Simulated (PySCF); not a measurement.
**CH3F3Ge (Ge(CF3)H3) at 6 levels**

We compute a comparison of 6 runs (HF/STO-3G, HF/def2-SVP, B3LYP/6-31G*, PBE0/def2-SVP, CAM-B3LYP/def2-SVPD, MP2/cc-pVDZ) of CH3F3Ge (Ge(CF3)H3). Input form: a Python script.

The calculation is run with PySCF 2.14.0.

1 further run of the same task is left out (set aside as unsound or not needed).

**1. The structure to begin with**

CH3F3Ge: 8 atoms, total charge 0, spin state singlet. As SMILES, `[H][Ge]([H])([H])[C](F)(F)F`. The shape comes from GFN2-xTB, which is rough for such elements, and wasn't checked as a minimum.

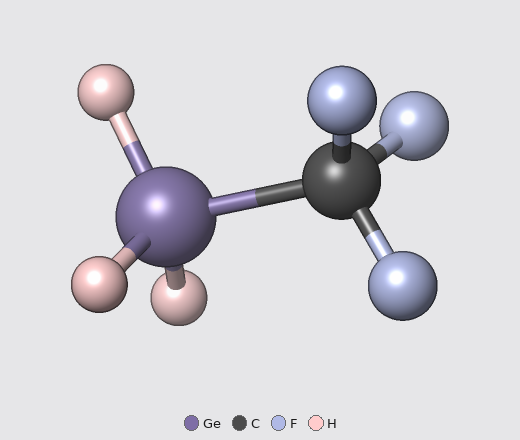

The structure, seen from a chosen angle (germanium purple, carbon dark grey, fluorine light blue, hydrogen pink).

**2. Energy and forces at HF/STO-3G (run 1)**

calc.py

```python
from pyscf import gto

mol = gto.Mole()
mol.atom = '''
Ge    -0.004233     0.004365    -1.942109
C      0.004290    -0.006236     1.831088
F     -2.334416     0.217073     2.798533
F      1.371053     1.907508     2.794433
F      0.982582    -2.147239     2.787459
H      2.684054    -0.061057    -2.763668
H     -1.291514     2.372589    -2.742087
H     -1.411833    -2.287003    -2.763649
'''
mol.max_memory = 1860
mol.unit = 'bohr'
mol.spin = 0
mol.verbose = 4
mol.basis = 'sto-3g'
mol.build()

mf = mol.RHF()
mf.conv_tol = 1e-10
mf.kernel()
if not mf.converged:
    mf = mf.newton().run(mf.mo_coeff, mf.mo_occ)

etot = mf.e_tot
print(f'total energy: {etot:.8f} hartree')
grad = mf.nuc_grad_method().kernel()
dip = mf.dip_moment()
pop, q = mf.mulliken_pop()
```

The run is started by

```bash
OMP_NUM_THREADS=1 python calc.py
```

Output:

```text
PySCF version 2.14.0

[... 60 lines left out ...]
converged SCF energy = -2385.04042341605
total energy: -2385.04042342 hartree
[... 11 lines left out ...]
Dipole moment(X, Y, Z, Debye): -0.00447,  0.00131, -2.06672
[... 50 lines left out ...]
charge of    7H =     -0.10836
```

Wall time 2.2 s (1 thread of Intel Xeon Platinum 8488C (Sapphire Rapids), shared host); peak memory 0.12 GiB.

**3. Energy and gradient at HF/def2-SVP (run 2)**

input.py

```python
import pyscf.grad
from pyscf import gto

mol = gto.M(
    atom='''
Ge      -0.002240       0.002310      -1.027720
C        0.002270      -0.003300       0.968970
F       -1.235320       0.114870       1.480920
F        0.725530       1.009410       1.478750
F        0.519960      -1.136270       1.475060
H        1.420340      -0.032310      -1.462470
H       -0.683440       1.255520      -1.451050
H       -0.747110      -1.210230      -1.462460
''',
    max_memory=1860,
    verbose=4,
    basis='def2-svp',
)

calc0 = mol.RHF()
calc0.conv_tol = 1e-10
calc0.kernel()
if not calc0.converged:
    calc0 = calc0.newton().run(calc0.mo_coeff, calc0.mo_occ)

e_final = calc0.e_tot
print('Final energy', e_final)
grad = calc0.Gradients().kernel()
calc0.analyze()
```

The run is started by

```bash
OMP_NUM_THREADS=1 python input.py
```

Output:

```text
PySCF version 2.14.0

[... 82 lines left out ...]
Two-electron Coulomb Energy =         1451.872387555219348
[... 14 lines left out ...]
MO #12  energy= -5.18908248605054  occ= 2
[... 12 lines left out ...]
MO #25  energy= -0.813736382435756 occ= 2
[... 12 lines left out ...]
MO #38  energy= 0.220255620753177  occ= 0
[... 12 lines left out ...]
MO #51  energy= 0.706459068648113  occ= 0
[... 12 lines left out ...]
MO #64  energy= 1.63812724043135   occ= 0
[... 12 lines left out ...]
MO #77  energy= 2.12916652994098   occ= 0
[... 12 lines left out ...]
MO #90  energy= 3.41834558246918   occ= 0
[... 12 lines left out ...]
MO #103 energy= 4.26462612496466   occ= 0
[... 114 lines left out ...]
Dipole moment(X, Y, Z, Debye): -0.00664,  0.00214, -2.84851
```

Wall time 9.9 s (1 thread of Intel Xeon Platinum 8488C (Sapphire Rapids), shared host); peak memory 0.23 GiB.

Runs 3 to 4 aren't shown in full; the table further down has their settings and results.

**4. Energy and gradient at CAM-B3LYP/def2-SVPD (run 5)**

job.py

```python
from pyscf import gto, dft

mol = gto.M(
    atom='''
Ge    -0.002240     0.002310    -1.027720
C      0.002270    -0.003300     0.968970
F     -1.235320     0.114870     1.480920
F      0.725530     1.009410     1.478750
F      0.519960    -1.136270     1.475060
H      1.420340    -0.032310    -1.462470
H     -0.683440     1.255520    -1.451050
H     -0.747110    -1.210230    -1.462460
''',
    max_memory=1860,
    basis='def2-svpd',
    charge=0,
    verbose=4,
)

mf = dft.RKS(mol, xc='cam-b3lyp')
mf.grids.level = 5
mf.conv_tol = 1e-10
mf.kernel()
if not mf.converged:
    mf = mf.newton().run(mf.mo_coeff, mf.mo_occ)

etot = mf.e_tot
print('E(%s) = %.9f' % ('CAM-B3LYP', etot))
grad = mf.nuc_grad_method().kernel()
mf.analyze()
```

The run is started by

```bash
OMP_NUM_THREADS=1 python job.py
```

Output:

```text
PySCF version 2.14.0

[... 95 lines left out ...]
Two-electron Coulomb Energy =         1450.295891219989471
[... 20 lines left out ...]
MO #18  energy= -1.31567830288048  occ= 2
[... 18 lines left out ...]
MO #37  energy= 0.0658629973323094 occ= 0
[... 18 lines left out ...]
MO #56  energy= 0.282030582875371  occ= 0
[... 18 lines left out ...]
MO #75  energy= 0.54504690982008   occ= 0
[... 18 lines left out ...]
MO #94  energy= 0.898635671070005  occ= 0
[... 18 lines left out ...]
MO #113 energy= 1.80769176562822   occ= 0
[... 18 lines left out ...]
MO #132 energy= 2.70167730402406   occ= 0
[... 18 lines left out ...]
MO #151 energy= 4.06529475040124   occ= 0
[... 162 lines left out ...]
Dipole moment(X, Y, Z, Debye): -0.00618,  0.00255, -2.56540
```

Run time: 1.9 min. Hardware: 1 thread of Intel Xeon Platinum 8488C (Sapphire Rapids), shared host; peak memory 1.8 GiB.

**5. Energy and gradient at MP2/cc-pVDZ (run 6)**

start.xyz

```xyz
8

Ge    -0.002240     0.002310    -1.027720
C      0.002270    -0.003300     0.968970
F     -1.235320     0.114870     1.480920
F      0.725530     1.009410     1.478750
F      0.519960    -1.136270     1.475060
H      1.420340    -0.032310    -1.462470
H     -0.683440     1.255520    -1.451050
H     -0.747110    -1.210230    -1.462460
```

job.py

```python
import pyscf.grad
from pyscf import gto, scf, mp

mol = gto.Mole()
mol.atom = 'start.xyz'
mol.max_memory = 1860
mol.spin = 0
mol.basis = 'cc-pvdz'
mol.verbose = 3
mol.build()

calc0 = scf.RHF(mol)
calc0.conv_tol = 1e-10
calc0.kernel()
if not calc0.converged:
    calc0 = calc0.newton().run(calc0.mo_coeff, calc0.mo_occ)

pt = mp.MP2(calc0, frozen=13).run()
etot = pt.e_tot
print('Final energy', etot)
grad = pt.Gradients().kernel()
dip = calc0.dip_moment()
pop, q = calc0.mulliken_pop()
```

The run is started by

```bash
OMP_NUM_THREADS=1 python job.py
```

Output:

```text
converged SCF energy = -2413.2645085212
[... 2 lines left out ...]
Final energy -2414.0719151191183
[... 8 lines left out ...]
Dipole moment(X, Y, Z, Debye): -0.00652,  0.00212, -2.76668
[... 107 lines left out ...]
charge of    7H =     -0.09223
```

It took 26 s on 1 thread of Intel Xeon Platinum 8488C (Sapphire Rapids), shared host; peak memory 0.92 GiB.

**6. All runs side by side**

```
run                               level  Cartesian functions  integration grid   energy (Eh)  dipole moment (D) of the reference  HOMO energy (eV)  LUMO energy (eV)  wall time
  1                           HF/STO-3G                   no                 –  -2385.040423                                2.07             -9.15             11.29      2.2 s
  2                         HF/def2-SVP                   no                 –  -2412.749258                                2.85            -13.24              3.54      9.9 s
  3  B3LYP/6-31G* (Cartesian functions)                  yes                 5  -2416.180703                                1.96             -8.79              0.36       37 s
  4                       PBE0/def2-SVP                   no                 5  -2415.317654                                2.21             -9.28              0.57       31 s
  5                 CAM-B3LYP/def2-SVPD                   no                 5  -2415.968996                                2.57            -10.99              0.75    1.9 min
  6                         MP2/cc-pVDZ                   no                 –  -2414.071915                                2.77            -13.06              3.56       26 s
```

**7. Summary of results**

```
                                           quantity           value
                                run 6: total energy  -2414.07192 Eh
        run 6: dipole moment (Hartree–Fock density)          2.77 D
         run 6: HOMO energy (Hartree–Fock orbitals)       -13.06 eV
         run 6: LUMO energy (Hartree–Fock orbitals)         3.56 eV
       run 6: HOMO–LUMO gap (Hartree–Fock orbitals)        16.63 eV
run 6: correlation energy (13 core orbitals frozen)      -807.4 mEh
                    run 6: largest force on an atom      0.777 eV/Å
```

**Reading.** Over runs 1, 2, 3, 4, 5 the dipole moment (its size) runs from 1.96 D (B3LYP/6-31G*) to 2.85 D (HF/def2-SVP). The two ends differ in method and basis. Over runs 1, 2, 3, 4, 5 the HOMO–LUMO gap runs from 9.14 eV (B3LYP/6-31G*) to 20.44 eV (HF/STO-3G). Totals of different functionals can't be ranked against each other. In run 1 the basis is minimal, so the values are rough. All runs together took 3.7 min, the longest 1.9 min.
